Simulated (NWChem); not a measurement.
# A workflow on the pair BCNF2···BHF2

Wanted: a single-point energy (singlet CHB2F4N, CAM-B3LYP-D3(BJ)/pcseg-1), then a single-point energy (singlet BCNF2, CAM-B3LYP-D3(BJ)/pcseg-1), then the energy (singlet BHF2, CAM-B3LYP-D3(BJ)/pcseg-1), then a single-point energy (singlet BCNF2, CAM-B3LYP-D3(BJ)/pcseg-1), then a single-point energy (singlet BHF2, CAM-B3LYP-D3(BJ)/pcseg-1) of CHB2F4N and its partners. 

Program for the calculation: NWChem 7.3.0.

### 1 Starting point

CHB2F4N: 9 atoms, total charge 0, spin state singlet. The two molecules were placed rigidly side by side, at 0.8 times their contact distance; the pair isn't optimised.

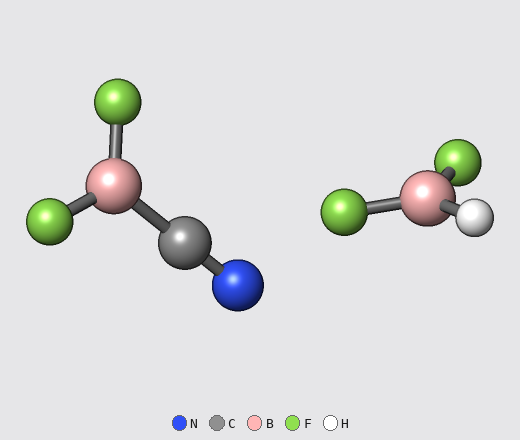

Viewed from a chosen angle; nitrogen blue, carbon grey, boron pink, fluorine green, hydrogen white.

### 2 A single-point energy at CAM-B3LYP-D3(BJ)/pcseg-1 (run 1)

The input, struct.nw:

```
start struct
memory 2200 mb
charge 0
geometry units atomic noautosym nocenter noautoz
   N   -1.37024041   3.40985961   1.52939315
   C   -0.62247579   1.54866835   0.69470112
   B    0.38172468  -0.94992753  -0.42609545
   F    2.72347329  -1.62153619  -0.03378830
   F   -1.11248177  -2.38706425  -1.76421052
   F   -8.47504372   2.49627152   3.36371250
   B   -6.76159125   1.50184094   4.85844807
   F   -4.53127979   0.98855353   3.89920419
   H   -7.21756327   1.07782419   7.02182544
end
basis spherical bse
   * library pcseg-1
end
dft
   xc xcamb88 1.00 lyp 0.81 vwn_5 0.19 hfexch 1.00
   cam 0.33 cam_alpha 0.19 cam_beta 0.46
   disp vdw 4
   grid fine
   convergence energy 1e-08
   direct
   iterations 100
   mulliken
   print low
end
task dft energy
```

The run is started by

```
$ nwchem struct.nw > struct.out
```

The program printed:

```text
[...]
 d= 0,ls=0.0,diis     1   -542.2839337466 -8.47D+02  1.26D-02  1.73D+00     4.7
[...]
 d= 0,ls=0.0,diis    10   -542.4845567979 -5.73D-09  8.15D-07  9.00D-09    48.5
         Total DFT energy =     -542.484556797918
      One electron energy =    -1355.516035318565
           Coulomb energy =      570.558681934656
    Exchange-Corr. energy =      -62.551443313126
 Nuclear repulsion energy =      305.028079681760
    Dispersion correction =       -0.003839782643
[...]
      Total Density - Mulliken Population Analysis
     ---------------------------------------------
    Atom       Charge   Shell Charges
 -----------   ------   -------------------------------------------------------
    1 N    7     7.10   2.00  0.91  0.78  2.25  1.13  0.04
    2 C    6     6.14   1.99  0.77  0.49  2.08  0.77  0.03
    3 B    5     4.38   1.99  0.60  0.03  1.46  0.14  0.16
    4 F    9     9.19   2.00  0.95  0.93  3.46  1.85  0.01
    5 F    9     9.19   2.00  0.95  0.93  3.46  1.85  0.01
    6 F    9     9.22   2.00  0.95  0.93  3.46  1.87  0.01
    7 B    5     4.46   1.99  0.61  0.15  1.40  0.16  0.14
    8 F    9     9.22   2.00  0.95  0.94  3.46  1.87  0.01
    9 H    1     1.08   0.77  0.30  0.01
[...]
```

It took 49 s on 1 thread of Intel Xeon Platinum 8488C (Sapphire Rapids), shared host; peak memory 0.12 GiB.

### 3 BCNF2: a single-point energy at CAM-B3LYP-D3(BJ)/pcseg-1 (run 2)

The input, mol.nw:

```
start mol
title "CBF2N energy"
memory total 2200 mb
charge 0

geometry noautosym nocenter noautoz
 N     -0.725100     1.804420     0.809320
 C     -0.329400     0.819520     0.367620
 B      0.202000    -0.502680    -0.225480
 F      1.441200    -0.858080    -0.017880
 F     -0.588700    -1.263180    -0.933580
end

basis spherical bse
 * library pcseg-1
end

dft
 xc xcamb88 1.00 lyp 0.81 vwn_5 0.19 hfexch 1.00
 cam 0.33 cam_alpha 0.19 cam_beta 0.46
 disp vdw 4
 grid fine
 convergence energy 1e-08
 direct
 iterations 100
 mulliken
 print low
end

task dft
```

The run is started by

```
$ nwchem mol.nw > mol.out
```

The program printed:

```text
[...]
 d= 0,ls=0.0,diis     1   -317.2101431876 -4.51D+02  1.74D-02  1.11D+00     1.5
[...]
 d= 0,ls=0.0,diis     8   -317.3428255723  6.76D-09  4.27D-06  4.12D-07    10.5
         Total DFT energy =     -317.342825572320
      One electron energy =     -701.907591539478
           Coulomb energy =      287.827564845890
    Exchange-Corr. energy =      -37.194935153017
 Nuclear repulsion energy =      133.934064522072
    Dispersion correction =       -0.001928247786
[...]
      Total Density - Mulliken Population Analysis
     ---------------------------------------------
    Atom       Charge   Shell Charges
 -----------   ------   -------------------------------------------------------
    1 N    7     7.09   2.00  0.91  0.77  2.25  1.13  0.04
    2 C    6     6.15   1.99  0.77  0.49  2.08  0.78  0.03
    3 B    5     4.38   1.99  0.60  0.03  1.46  0.13  0.16
    4 F    9     9.19   2.00  0.95  0.93  3.46  1.84  0.01
    5 F    9     9.19   2.00  0.95  0.93  3.46  1.84  0.01
[...]
```

Wall time 11 s (1 thread of Intel Xeon Platinum 8488C (Sapphire Rapids), shared host); peak memory 0.12 GiB.

### 4 BHF2: the energy at CAM-B3LYP-D3(BJ)/pcseg-1 (run 3)

The input, work.nw:

```
start work
memory total 2200 mb

geometry units angstroms noautosym nocenter noautoz
  F       -4.484800       1.320970       1.780000
  B       -3.578080       0.794740       2.570980
  F       -2.397850       0.523120       2.063370
  H       -3.819370       0.570360       3.715790
end

basis spherical bse
  * library pcseg-1
end

dft
  xc xcamb88 1.00 lyp 0.81 vwn_5 0.19 hfexch 1.00
  cam 0.33 cam_alpha 0.19 cam_beta 0.46
  disp vdw 4
  grid fine
  convergence energy 1e-08
  direct
  maxiter 100
  mulliken
  noprint "final vectors analysis"
end

task dft energy
```

The run is started by

```
$ nwchem work.nw > work.out
```

The program printed:

```text
[...]
          Wavefunction type:  closed shell.
          No. of atoms     :     4
          No. of electrons :    24
[...]
          Charge           :     0
          Spin multiplicity:     1
[...]
          AO basis - number of functions:    47
[...]
              XC Information
              --------------
                     Hartree-Fock (Exact) Exchange  1.000
                   CAM-Becke88 Exchange Functional  1.000
                      VWN V Correlation Functional  0.190 local
              Lee-Yang-Parr Correlation Functional  0.810
[...]
 d= 0,ls=0.0,diis     1   -225.0758993054 -2.87D+02  1.75D-02  6.30D-01     0.5
[...]
 d= 0,ls=0.0,diis     7   -225.1453976808 -9.18D-09  1.02D-06  2.67D-09     3.2
         Total DFT energy =     -225.145397680788
      One electron energy =     -434.931016933678
           Coulomb energy =      173.239074552581
    Exchange-Corr. energy =      -25.341295576636
 Nuclear repulsion energy =       61.888540619380
    Dispersion correction =       -0.000700342435
[...]
      Total Density - Mulliken Population Analysis
     ---------------------------------------------
    Atom       Charge   Shell Charges
 -----------   ------   -------------------------------------------------------
    1 F    9     9.22   2.00  0.95  0.93  3.46  1.87  0.01
    2 B    5     4.47   1.99  0.62  0.15  1.40  0.16  0.14
    3 F    9     9.22   2.00  0.95  0.93  3.46  1.87  0.01
    4 H    1     1.09   0.77  0.31  0.01
[...]
```

Run time: 3.9 s. Hardware: 1 thread of Intel Xeon Platinum 8488C (Sapphire Rapids), shared host; peak memory 0.12 GiB.

### 5 BCNF2 among ghost functions: the energy at CAM-B3LYP-D3(BJ)/pcseg-1 (with ghost functions) (run 4)

The input, mol.nw:

```
start mol
title "CBF2N CAM-B3LYP"
memory 2200 mb

geometry noautosym nocenter noautoz
  N    -0.725100    1.804420    0.809320
  C    -0.329400    0.819520    0.367620
  B     0.202000   -0.502680   -0.225480
  F     1.441200   -0.858080   -0.017880
  F    -0.588700   -1.263180   -0.933580
  bqF     -4.484800     1.320970     1.780000
  bqB     -3.578080     0.794740     2.570980
  bqF     -2.397850     0.523120     2.063370
  bqH     -3.819370     0.570360     3.715790
end

basis spherical bse
  N library pcseg-1
  C library pcseg-1
  B library pcseg-1
  F library pcseg-1
  bqF library F pcseg-1
  bqB library B pcseg-1
  bqH library H pcseg-1
end

dft
  xc xcamb88 1.00 lyp 0.81 vwn_5 0.19 hfexch 1.00
  cam 0.33 cam_alpha 0.19 cam_beta 0.46
  disp vdw 4
  grid fine
  convergence energy 1e-08
  direct
  maxiter 100
  mulliken
  print low
end

task dft energy
```

The run is started by

```
$ nwchem mol.nw > mol.out
```

The program printed:

```text
[...]
 d= 0,ls=0.0,diis     1   -317.2106573820 -4.51D+02  1.04D-02  1.11D+00     4.1
[...]
 d= 0,ls=0.0,diis     8   -317.3433475130  7.19D-09  2.53D-06  4.13D-07    34.9
         Total DFT energy =     -317.343347513023
      One electron energy =     -701.897967055751
           Coulomb energy =      287.816363867853
    Exchange-Corr. energy =      -37.193880599412
 Nuclear repulsion energy =      133.934064522072
    Dispersion correction =       -0.001928247786
[...]
      Total Density - Mulliken Population Analysis
     ---------------------------------------------
    Atom       Charge   Shell Charges
 -----------   ------   -------------------------------------------------------
    1 N    7     7.10   2.00  0.91  0.78  2.25  1.12  0.04
    2 C    6     6.14   1.99  0.77  0.49  2.08  0.77  0.03
    3 B    5     4.38   1.99  0.60  0.03  1.46  0.13  0.16
    4 F    9     9.19   2.00  0.95  0.93  3.46  1.84  0.01
    5 F    9     9.19   2.00  0.95  0.93  3.46  1.84  0.01
    6 X    0    -0.00   0.00  0.00 -0.00 -0.00 -0.00 -0.00
    7 X    0     0.01  -0.00 -0.00  0.00 -0.00  0.00  0.00
    8 X    0    -0.00   0.00  0.00 -0.00  0.00 -0.00 -0.00
    9 X    0     0.00  -0.00  0.00 -0.00
[...]
```

Wall time 35 s (1 thread of Intel Xeon Platinum 8488C (Sapphire Rapids), shared host); peak memory 0.12 GiB.

### 6 BHF2 among ghost functions: the energy at CAM-B3LYP-D3(BJ)/pcseg-1 (with ghost functions) (run 5)

The input, calc.nw:

```
echo
start calc
memory stack 880 mb heap 220 mb global 1100 mb

geometry units angstrom noautosym nocenter noautoz
 F     -4.484800     1.320970     1.780000
 B     -3.578080     0.794740     2.570980
 F     -2.397850     0.523120     2.063370
 H     -3.819370     0.570360     3.715790
 bqN     -0.725100     1.804420     0.809320
 bqC     -0.329400     0.819520     0.367620
 bqB      0.202000    -0.502680    -0.225480
 bqF      1.441200    -0.858080    -0.017880
 bqF     -0.588700    -1.263180    -0.933580
end

basis spherical bse
 F library pcseg-1
 B library pcseg-1
 H library pcseg-1
 bqN library N pcseg-1
 bqC library C pcseg-1
 bqB library B pcseg-1
 bqF library F pcseg-1
end

dft
 xc xcamb88 1.00 lyp 0.81 vwn_5 0.19 hfexch 1.00
 cam 0.33 cam_alpha 0.19 cam_beta 0.46
 mult 1
 disp vdw 4
 grid fine
 convergence energy 1e-08
 direct
 maxiter 100
 mulliken
 noprint "final vectors analysis"
end

task dft energy
```

The run is started by

```
$ nwchem calc.nw > calc.out
```

The program printed:

```text
[...]
          Wavefunction type:  closed shell.
          No. of atoms     :     9
          No. of electrons :    24
[...]
          Charge           :     0
          Spin multiplicity:     1
[...]
          AO basis - number of functions:   117
[...]
              XC Information
              --------------
                     Hartree-Fock (Exact) Exchange  1.000
                   CAM-Becke88 Exchange Functional  1.000
                      VWN V Correlation Functional  0.190 local
              Lee-Yang-Parr Correlation Functional  0.810
[...]
 d= 0,ls=0.0,diis     1   -225.0766041521 -2.87D+02  7.12D-03  6.31D-01     3.3
[...]
 d= 0,ls=0.0,diis     8   -225.1463844952 -6.16D-09  2.17D-07  2.34D-10    33.8
         Total DFT energy =     -225.146384495242
      One electron energy =     -434.902328587778
           Coulomb energy =      173.206350899650
    Exchange-Corr. energy =      -25.338247084059
 Nuclear repulsion energy =       61.888540619380
    Dispersion correction =       -0.000700342435
[...]
      Total Density - Mulliken Population Analysis
     ---------------------------------------------
    Atom       Charge   Shell Charges
 -----------   ------   -------------------------------------------------------
    1 F    9     9.22   2.00  0.95  0.93  3.46  1.87  0.01
    2 B    5     4.47   1.99  0.61  0.15  1.40  0.16  0.14
    3 F    9     9.22   2.00  0.95  0.94  3.46  1.87  0.01
    4 H    1     1.08   0.77  0.30  0.01
    5 X    0    -0.00   0.00  0.00 -0.00  0.00  0.00  0.00
    6 X    0     0.01   0.00  0.00  0.00  0.00  0.01  0.00
    7 X    0     0.00  -0.00 -0.00  0.00 -0.00  0.00 -0.00
    8 X    0    -0.00   0.00  0.00 -0.00 -0.00 -0.00 -0.00
    9 X    0    -0.00   0.00  0.00 -0.00  0.00 -0.00 -0.00
[...]
```

Run time: 35 s. Hardware: 1 thread of Intel Xeon Platinum 8488C (Sapphire Rapids), shared host; peak memory 0.12 GiB.

### 7 Results

| quantity | value |
| --- | --- |
| run 1, CAM-B3LYP-D3(BJ)/pcseg-1: total energy | -542.48456 Eh |
| run 1, CAM-B3LYP-D3(BJ)/pcseg-1: dispersion energy | -10.08 kJ/mol |
| BCNF2: total energy | -317.34283 Eh |
| BCNF2: dispersion energy | -5.06 kJ/mol |
| BHF2: total energy | -225.14540 Eh |
| BHF2: dipole moment | 0.92 D |
| BHF2: dispersion energy | -1.84 kJ/mol |
| BCNF2 among ghost functions: total energy | -317.34335 Eh |
| BCNF2 among ghost functions: dispersion energy | -5.06 kJ/mol |
| BHF2 among ghost functions: total energy | -225.14638 Eh |
| BHF2 among ghost functions: dipole moment | 0.97 D |
| BHF2 among ghost functions: dispersion energy | -1.84 kJ/mol |
| interaction energy of the rigid parts BCNF2 and BHF2 (parts in their own basis; closest atoms 2.45 Å apart) | 0.100 eV |
| interaction energy of the rigid parts BCNF2 and BHF2 (parts in the whole basis, counterpoise; closest atoms 2.45 Å apart) | 0.141 eV |

The interaction energy of the rigid parts BCNF2 and BHF2 (parts in their own basis; closest atoms 2.45 Å apart) is 0.10 eV (2.3 kcal/mol): the parts repel at this shape. Without counterpoise this holds the superposition error of the basis. The interaction energy of the rigid parts BCNF2 and BHF2 (parts in the whole basis, counterpoise; closest atoms 2.45 Å apart) is 0.14 eV (3.2 kcal/mol): the parts repel at this shape. The basis-set superposition error is 4.0 kJ/mol. Mulliken charges (run 1, CAM-B3LYP-D3(BJ)/pcseg-1) run from -0.22 on F6 to +0.62 on B3; they depend strongly on the basis.
